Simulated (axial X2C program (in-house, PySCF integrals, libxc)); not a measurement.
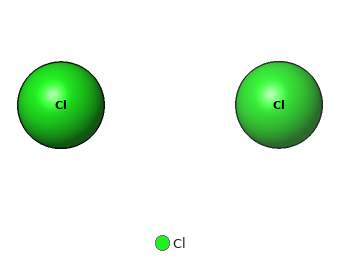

*The molecule at the reference distance of 2.649 Å.*

## Cl₂⁻: relativistic diatomic calculation

- system: Cl₂⁻, single determinant with Ω = 3/2 (not the lowest found).
- method: PBE0, two-component X2C with atomic mean-field Coulomb and Gaunt terms, Cl dyall-av3z (cores contracted) (axial X2C program (in-house, PySCF integrals, libxc))

### The input
```
{"zs": [17, 17], "q": -1, "bas": ["dyall-av3z", "dyall-av3z"], "levels": ["PBE0", "HF", "PW91"], "cc": true, "r0": 1.98, "thr": -2.0, "nmax": 90, "npts": 10, "nst": 2, "ntry": 6}
```

The line is the task of a batch: nuclear charges, charge, bases, the levels to run, a first guess of the distance and further settings. This report covers PBE0 with spin-orbit coupling. The log is that of the reference distance 2.649 Å, started from orbitals converged before.

The run was one of a batch that the task file lists, launched with:
```bash
python <driver script> task.json out
```

### Log
```
two-component X2C + atomic mean field  PBE0
basis functions 124  fitting functions 616  grid points 4358
iter        total energy     max residual
   1       -922.852536726     1.37e-05
   2       -922.852536727     7.32e-06
converged
one-electron -1398.30629358  Coulomb 474.50310239  exact exchange -13.86491300  xc functional -42.76531265  nuclear repulsion 57.73205510  atomic mean-field constant -0.15117498
```

### The points of the curve

```tsv
R (Å)	E (hartree)	dipole (D; origin at the first atom, positive when the second is positive)	highest filled (eV)	lowest empty (eV)
2.305	−922.809165	−5.53	0.24	0.12
2.411	−922.827462	−5.79	−0.20	0.00
2.490	−922.837900	−5.98	−0.50	−0.09
2.570	−922.846105	−6.17	−0.78	−0.19
2.649	−922.852537	−6.36	−1.04	−0.29
2.742	−922.858264	−6.58	−1.30	−0.40
2.834	−922.862541	−6.81	−1.54	−0.50
2.954	−922.866471	−7.09	−1.81	−0.62
3.099	−922.869647	−7.44	−2.09	−0.76
```

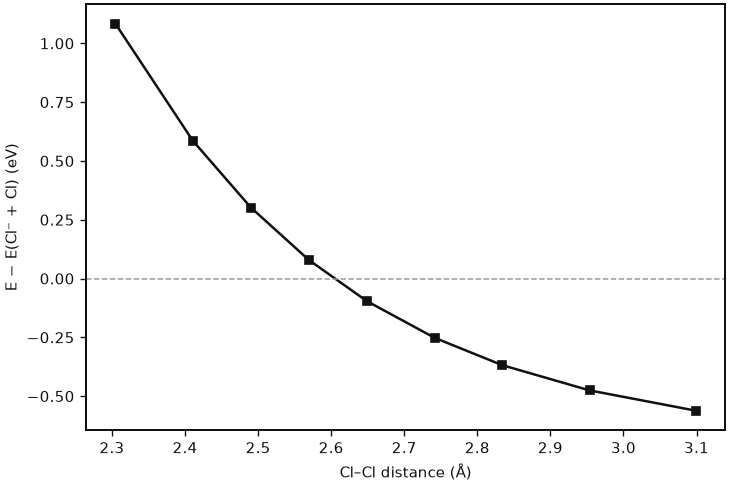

*Energy at 9 bond lengths, for one set of occupations held fixed; the line joins the points.*

The lowest point is at 3.10 Å, the end of the range, so no minimum is bracketed. The lowest point lies 0.56 eV below Cl⁻ + Cl.

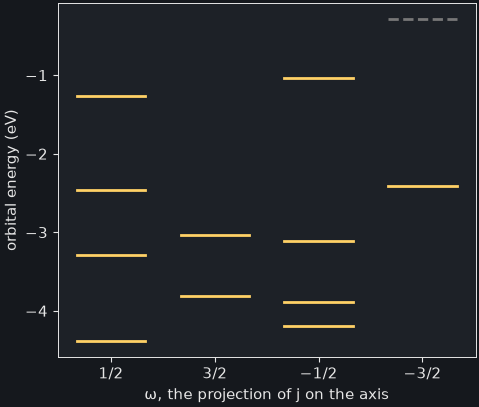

*Orbital energies near the frontier at 2.65 Å, filled (solid) and empty (dashed).*

The highest filled spinor (−1/2; 45 % Cl p, 45 % Cl p) lies at −1.04 eV, the lowest empty one (−3/2; 49 % Cl p, 49 % Cl p) at −0.29 eV.

### Key numbers

- outcome: converged; a filled level lies above zero
- hardware: 1 thread of Arm Neoverse V2, 112 GiB of memory available, shared host
- wall time: 2.7 s
- peak memory: 0.9 GiB

### Notes

The highest filled level (PBE0, up to 0.24 eV) lies above zero. That is common for anions, where the functional's self-interaction leaves the outer electrons unbound; only the finite basis holds them, so such levels depend on it. Caveats: 9 of the 10 points asked for were kept; at some distances an empty level lies below a filled one, since the occupations are held fixed.
